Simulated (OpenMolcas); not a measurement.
**Run report: InCl, geometry relaxation (part 2 of 2)**

InCl, SMILES [Cl][In]; CASSCF/ANO-RCC-VDZP, DKH2 (OpenMolcas 26.06). The run did not end well. The geometry comes from this level: GFN2-xTB.

Geometry of the input (Å):
```
Cl 0.0000  0.0000  0.0000
In 0.0000  0.0000  2.3857
```

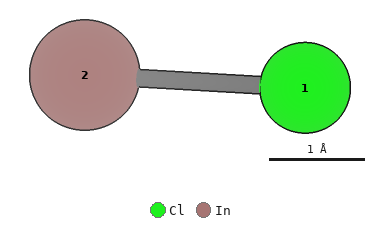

**Figure 1.** The input geometry (ball-and-stick view, seen at a tilt; atoms are numbered from 1 in the order of the input). Sticks mark near contacts.

## Log, continued
```
      Note: transformation to natural orbitals
      has been made, which may change the order of the CSFs.

      printout of CI-coefficients larger than  0.05 for root  1
      energy=   -6338.121493
      conf/sym  111111     Coeff  Weight
             1  222000  -0.97807 0.95663
            11  220200   0.12440 0.01547
            13  220020   0.13481 0.01817
            34  202002   0.06359 0.00404

      Natural orbitals and occupation numbers for root  1
      sym 1:   1.996325   1.988171   1.928130   0.035041   0.037049   0.015284

      ************************************************************************************************************************
      *                                                    Final results                                                     *
      ************************************************************************************************************************

++    Final optimization conditions:
      ------------------------------

      Average CI energy                           -6338.12149320
      RASSCF energy for state  1                  -6338.12149320
      Super-CI energy                                -0.00000000
      RASSCF energy change                           -0.00000000
      Max change in MO coefficients               1.379E-04
      Max non-diagonal density matrix element    -1.158E-04
      Maximum BLB matrix element                  2.761E-06
      (orbital pair  30,  38 in symmetry   1)
      Norm of electronic gradient            1.012E-05
--

      Final state energy(ies):
      ------------------------

::    RASSCF root number  1 Total energy:  -6338.12149320
      Von Neumann Entropy (Root   1) =  0.32462

      Mulliken population analysis for root number:  1
      -----------------------------------------------

++    Molecular charges:
      ------------------

      Mulliken charges per centre
      ---------------------------

                CL1     IN2
      Total   17.6119 48.3881

      N-E     -0.6119  0.6119

      Total electronic charge=   66.000000

      Total            charge=   -0.000000
--

      Expectation values of various properties for root number:  1
      -----------------------------------------------------------

++    Molecular properties:
      ---------------------

      Charge (e):
                      =   -0.0000
      Dipole Moment (debye):
      Origin of the operator (angstrom)=    0.0000    0.0000    1.8290
                   X= -6.9028E-06               Y=  2.5266E-07               Z=  3.7218E+00           Total=  3.7218E+00
      Quadrupole Moment (debye*angstrom):
      Origin of the operator (angstrom)=    0.0000    0.0000    1.8290
                  XX= -3.5528E+01              XY=  2.6264E-03              XZ=  4.7236E-05              YY= -3.5456E+01
                  YZ= -1.7341E-06              ZZ= -4.6130E+01
      In traceless form (debye*angstrom)
                  XX=  5.2654E+00              XY=  3.9396E-03              XZ=  7.0853E-05              YY=  5.3726E+00
                  YZ= -2.6012E-06              ZZ= -1.0638E+01
--

      LoProp population analysis for root number:  1
      -----------------------------------------------

++    LoProp analysis:
      ----------------

++    Static properties:
      ------------------

      LoProp Charges per center

                   CL1      IN2
      Nuclear     17.0000  49.0000
      Electronic -17.4516 -48.5484

      Total       -0.4516   0.4516
--

      Natural Bond Order analysis for root number:  1

++    Natural Bond Order analysis
      ---------------------------
      Based on LoProp computed density
      -------------------------------------------------------------------------------------
      Atom A       Atom B       Bond Order
      -------------------------------------------------------------------------------------
      NBO located      0.997 non-bonded electrons on atom CL1
      NBO located      1.003 non-bonded electrons on atom CL1
      NBO located      1.000 non-bonded electrons on atom CL1
      NBO located      1.000 non-bonded electrons on atom CL1
      NBO located      1.000 non-bonded electrons on atom CL1
      NBO located      1.000 non-bonded electrons on atom CL1
      NBO located      1.000 non-bonded electrons on atom CL1
      NBO located      0.991 non-bonded electrons on atom IN2
      NBO located      0.996 non-bonded electrons on atom IN2
      NBO located      0.997 non-bonded electrons on atom IN2
      NBO located      0.999 non-bonded electrons on atom IN2
      NBO located      0.999 non-bonded electrons on atom IN2
      NBO located      1.000 non-bonded electrons on atom IN2
      NBO located      1.000 non-bonded electrons on atom IN2
      NBO located      1.000 non-bonded electrons on atom IN2
      NBO located      1.000 non-bonded electrons on atom IN2
      NBO located      1.000 non-bonded electrons on atom IN2
      NBO located      1.000 non-bonded electrons on atom IN2
      NBO located      1.000 non-bonded electrons on atom IN2
      NBO located      1.000 non-bonded electrons on atom IN2
      NBO located      1.000 non-bonded electrons on atom IN2
      NBO located      1.000 non-bonded electrons on atom IN2
      NBO located      1.000 non-bonded electrons on atom IN2
      NBO located      1.000 non-bonded electrons on atom IN2
      NBO located      1.000 non-bonded electrons on atom IN2
      NBO located      1.000 non-bonded electrons on atom IN2
      NBO located      1.000 non-bonded electrons on atom IN2
      NBO located      1.000 non-bonded electrons on atom IN2
      NBO located      1.000 non-bonded electrons on atom IN2
      NBO located      1.000 non-bonded electrons on atom IN2
      The remaining    3.052 electrons are to be considered as diffuse
--

--

      Average orbitals are written to the RASORB file
      Natural orbitals for root   1 are written to the RASORB.1 file
      Spin density orbitals for root   1 are written to the SPDORB.1 file

--- Stop Module: rasscf /rc=_RC_ALL_IS_WELL_ ---
--- Module rasscf spent 3 seconds ---

--- Start Module: slapaf ---

                                              &SLAPAF

                       available to each process: 1.9 GB of memory, 1 thread

--- Stop Module: slapaf /rc=_RC_INVOKED_OTHER_MODULE_ ---

--- Start Module: alaska ---

                                              &ALASKA

                       available to each process: 1.9 GB of memory, 1 thread

                     Threshold for contributions to the gradient: 1.000E-07

                    ********************************************
                    * Symmetry Adapted Cartesian Displacements *
                    ********************************************

           Irreducible representation : a
           Basis function(s) of irrep: x, y, xy, Rz, z, xz, Ry, yz, Rx, I

 Basis Label        Type   Center Phase
   1   CL1          x         1     1
   2   CL1          y         1     1
   3   CL1          z         1     1
   4   IN2          x         2     1
   5   IN2          y         2     1
   6   IN2          z         2     1

                     No automatic utilization of translational and rotational invariance of the energy is employed.

 Conventional ERI gradients!

 **************************************************
 *              Molecular gradients               *
 **************************************************

  Irreducible representation: a
 ------------------------------------------------------------------------------------------
                              X                       Y                       Z
 ------------------------------------------------------------------------------------------
  CL1               2.52025958918348E-07   -9.24826130887406E-09    1.68197769524951E-02
  IN2              -2.52025958918334E-07    9.24826130887406E-09   -1.68197769524525E-02
 ------------------------------------------------------------------------------------------

--- Stop Module: alaska /rc=_RC_ALL_IS_WELL_ ---
--- Module alaska spent 14 seconds ---

--- Start Module: slapaf ---

                                              &SLAPAF

                       available to each process: 1.9 GB of memory, 1 thread

++       Slapaf input parameters:
         ------------------------

 Maximum number of iterations:                40
 Convergence test a la Schlegel.
 Convergence criterion on gradient/para.<=: 3.0E-04
 Convergence criterion on step/parameter<=: 3.0E-04
 Convergence criterion on energy change <=: 0.0E+00
 Parameters for step-restricted optimization
 Maximum step length (initial seed):       3.00E-01

 -RFO activated with parameters:
   Maximum number of data points used in RFO:      5
 Line search is performed

 -Optimization for minimum.
  Optimization method: RS-RFO.

 -Initial Hessian guessed by Hessian Model Function (HMF).
  HMF augmented with weak interactions.

 -Hessian update method: Broyden-Fletcher-Goldfarb-Shanno
  Maximum number of points in Hessian update:  5

 -Relaxation will be done on non-redundant internal coordinates, based on
  force constant weighted redundant internal coordinates.

--

 ******************************************
 * Statistics of the internal coordinates *
 ******************************************
 Translations and Rotations:         0
 Bonds                     :         1
 Angles                    :         0
 Torsions                  :         0
 Out-of-plane angles       :         0

**********************************************************************************************************************
*                                    Energy Statistics for Geometry Optimization                                     *
**********************************************************************************************************************
                       Energy     Grad      Grad              Step                 Estimated   Geom       Hessian
Iter      Energy       Change     Norm      Max    Element    Max     Element     Final Energy Update Update   Index
  1  -6338.12149320  0.00000000 0.023787  0.016820 nrc001   0.045913  nrc001    -6338.12187932 RS-RFO  None      0

       +----------------------------------+----------------------------------+
       +    Cartesian Displacements       +    Gradient in internals         +
       +  Value      Threshold Converged? +  Value      Threshold Converged? +
 +-----+----------------------------------+----------------------------------+
 + RMS + 2.2956E-02  1.2000E-03     No    + 2.3787E-02  3.0000E-04     No    +
 +-----+----------------------------------+----------------------------------+
 + Max + 2.2956E-02  1.8000E-03     No    + 1.6820E-02  4.5000E-04     No    +
 +-----+----------------------------------+----------------------------------+

 Convergence not reached yet!

*****************************************************************************************************************
*****************************************************************************************************************

++ Geometry section

********************************************************************************
  Geometrical information of the new structure
********************************************************************************

 *********************************************************
 * Nuclear coordinates for the next iteration / bohr     *
 *********************************************************
  ATOM              X               Y               Z
  CL1              0.000000        0.000000       -0.022956
  IN2              0.000000        0.000000        4.531200

 *********************************************************
 * Nuclear coordinates for the next iteration / angstrom *
 *********************************************************
  ATOM              X               Y               Z
  CL1              0.000000        0.000000       -0.012148
  IN2              0.000000        0.000000        2.397808

                    ***************************************
                    *    InterNuclear Distances / bohr    *
                    ***************************************

               1 CL1           2 IN2
    1 CL1      0.000000
    2 IN2      4.554157        0.000000

                    *******************************************
                    *    InterNuclear Distances / angstrom    *
                    *******************************************

               1 CL1           2 IN2
    1 CL1      0.000000
    2 IN2      2.409956        0.000000
--

--- Stop Module: slapaf /rc=-6 ---

.########################.
.# Non-zero return code #.
.########################.

    Timing: Wall=22.59 User=21.19 System=1.37
```

## Outcome

- outcome: ended with an error
- basis functions: 61
- wall time: 23 s
- peak memory: 0.58 GiB

The run ended with an error.
